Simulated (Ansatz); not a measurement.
**CH₆AlB (SMILES C[BH][AlH2]): single points off equilibrium**

How do the functionals fare away from a minimum? The structure is a structure displaced at random from a GFN2-xTB minimum.

Program: Ansatz 0.2.0, Gaussian basis. Level of theory: single points in def2-TZVPP. These are calculated values, not measurements.

Correlated methods freeze the cores.

## (1) Starting geometry

9 atoms, charge 0, spin multiplicity 1.

Atoms are counted from 1 here; the program's logs count them from 0.

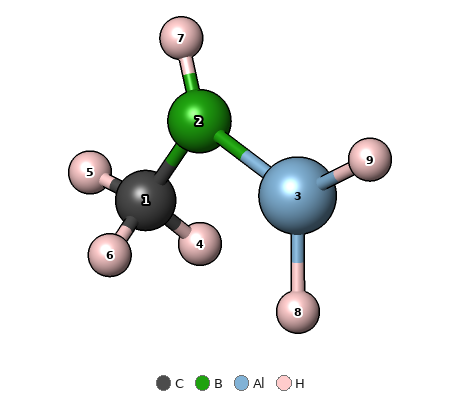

The starting geometry (carbon dark grey, boron green, aluminium light blue, hydrogen pink); atoms are numbered from 1 in the order of the file.

Coordinates:

```mol
CH6AlB
  3D, bonds by distance, orders not assigned

  9  8  0  0  0  0  0  0  0  0999 V2000
   -0.7353    0.7000   -0.7940 C   0  0
    0.7399    0.4574   -0.3257 B   0  0
    0.7085   -1.0560    1.1415 Al  0  0
   -1.1663   -0.2329   -1.1870 H   0  0
   -0.8777    1.4921   -1.5324 H   0  0
   -1.3812    0.9343    0.0311 H   0  0
    1.5946    1.0715   -0.8268 H   0  0
   -0.7105   -1.6223    1.5348 H   0  0
    1.8234   -1.7258    1.9908 H   0  0
  1  2  8  0
  1  4  8  0
  1  5  8  0
  1  6  8  0
  2  3  8  0
  2  7  8  0
  3  8  8  0
  3  9  8  0
M  END
```

## (2) CCSD(T)/def2-TZVPP

run/in.yaml

```yaml
crystal:
  periodic: [false, false, false]
  atoms:
    - {symbol: C, position_ang: [-0.735300, 0.700000, -0.794000]}
    - {symbol: B, position_ang: [0.739900, 0.457400, -0.325700]}
    - {symbol: Al, position_ang: [0.708500, -1.056000, 1.141500]}
    - {symbol: H, position_ang: [-1.166300, -0.232900, -1.187000]}
    - {symbol: H, position_ang: [-0.877700, 1.492100, -1.532400]}
    - {symbol: H, position_ang: [-1.381200, 0.934300, 0.031100]}
    - {symbol: H, position_ang: [1.594600, 1.071500, -0.826800]}
    - {symbol: H, position_ang: [-0.710500, -1.622300, 1.534800]}
    - {symbol: H, position_ang: [1.823400, -1.725800, 1.990800]}
basis:
  gaussian: {orbitals: def2-TZVPP}
correlation: {method: ccsd_t}
output: {forces: true}
```

No record of the launch command was kept for these runs.

## (3) PBE0-D4/def2-TZVPP

Changes to run/in.yaml since step 2:

```diff
@@ -14,3 +14,3 @@
   gaussian: {orbitals: def2-TZVPP}
-correlation: {method: ccsd_t}
-output: {forces: true}
+hamiltonian: {xc: pbe0, dispersion: d4}
+output: {forces: true, orbitals: {seedname: orbitals}}
```

## (4) wB97M-V/def2-TZVPP

Changes to run/in.yaml since step 3:

```diff
@@ -14,3 +14,3 @@
   gaussian: {orbitals: def2-TZVPP}
-hamiltonian: {xc: pbe0, dispersion: d4}
-output: {forces: true, orbitals: {seedname: orbitals}}
+hamiltonian: {xc: {name: wB97M-V}}
+output: {forces: true}
```

## (5) r2SCAN-D4/def2-TZVPP

Changes to run/in.yaml since step 4:

```diff
@@ -14,3 +14,3 @@
   gaussian: {orbitals: def2-TZVPP}
-hamiltonian: {xc: {name: wB97M-V}}
+hamiltonian: {xc: r2scan, dispersion: d4}
 output: {forces: true}
```

## (6) PBE-D4/def2-TZVPP

Changes to run/in.yaml since step 5:

```diff
@@ -14,3 +14,3 @@
   gaussian: {orbitals: def2-TZVPP}
-hamiltonian: {xc: r2scan, dispersion: d4}
+hamiltonian: {xc: pbe, dispersion: d4}
 output: {forces: true}
```

## (7) r2SCAN0-D4/def2-TZVPP

Changes to run/in.yaml since step 6:

```diff
@@ -14,3 +14,3 @@
   gaussian: {orbitals: def2-TZVPP}
-hamiltonian: {xc: pbe, dispersion: d4}
+hamiltonian: {xc: {name: r2SCAN0}, dispersion: d4}
 output: {forces: true}
```

## (8) revPBE-D4/def2-TZVPP

Changes to run/in.yaml since step 7:

```diff
@@ -14,3 +14,3 @@
   gaussian: {orbitals: def2-TZVPP}
-hamiltonian: {xc: {name: r2SCAN0}, dispersion: d4}
+hamiltonian: {xc: {name: revPBE}, dispersion: d4}
 output: {forces: true}
```

(Steps that only read results are left out.)

What does the calculation give? Wanted: energy less free atoms, CCSD(T)/def2-TZVPP; RMS force component; RMS force error; HOMO and LUMO, PBE0-D4; T1 diagnostic.

**Answer**, as computed:

```
                                  quantity                                                                                                value
energy less free atoms, CCSD(T)/def2-TZVPP                                                                                       -2764.3 kJ/mol
                       RMS force component                                                                 0.354 to 0.451 eV/Å over the methods
                           RMS force error  PBE0-D4 0.108, wB97M-V 0.078, r2SCAN-D4 0.105, PBE-D4 0.177, r2SCAN0-D4 0.100, revPBE-D4 0.158 eV/Å
                    HOMO and LUMO, PBE0-D4                                                                                   -7.14 and -2.66 eV
                             T1 diagnostic                                                                                                0.010
```

In words: Against CCSD(T) the functionals' energies less atoms differ by -75.3 to -20.2 kJ/mol, PBE-D4 by -67.8 kJ/mol. The reference is not at the basis limit: in triple zeta CCSD(T) underbinds, which counts against methods that bind more; the gaps are no ranking. The forces of wB97M-V come nearest to CCSD(T), those of PBE-D4 are farthest. Frozen-core CCSD(T) forces in triple zeta carry basis errors of their own, and this is one geometry, so small gaps rank nothing.
